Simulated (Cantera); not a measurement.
A closed system holds: 1 mol Fe3O4, 1400 mol H2, 6.8 mol H2O, held at 133 Pa.

These are equilibrium values from Cantera (NASA tables, ideal gas, pure condensed phases), not measurements of a reactor. Candidate condensed phases: Fe, FeO, Fe(OH)2, Fe(OH)3, Fe2O3, Fe3O4, H2O; 12 gas species. The numbers say what is thermodynamically allowed, not how fast it happens.

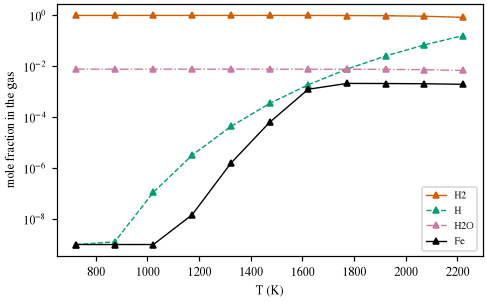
*Equilibrium gas composition (values under 1e-9 drawn at 1e-9)*

From 723 K to 1173 K the condensed part is Fe(α). From 1323 K to 1623 K the condensed part is Fe(γ). From 1773 K to 2223 K nothing is condensed.
